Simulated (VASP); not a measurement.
Band structure of MnS (relaxed from the wurtzite structure, space group P6_3mc). These are PBEsol GGA, VASP's PBE PAW potentials (set 64) (plane waves; VASP) values and carry that method's errors.

The moments were started parallel, and other spin orders were not tried in this run.

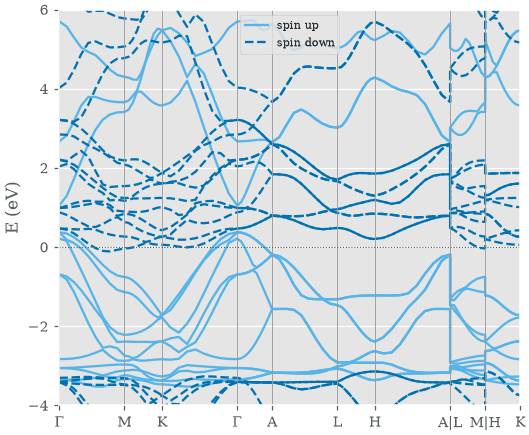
Figure: Bands along high-symmetry lines, zero at the valence-band maximum or, without a gap, the Fermi level

Question: Read the plot: is there a gap, and where are the band edges?

Answer: It has no gap at this level: it comes out as a metal or semimetal. (Edges off the drawn lines would not show.)

The structure was generated: MnS was put into the wurtzite type (P6_3mc), which need not be its known phase. It was relaxed first, which changed the volume by -5 %.
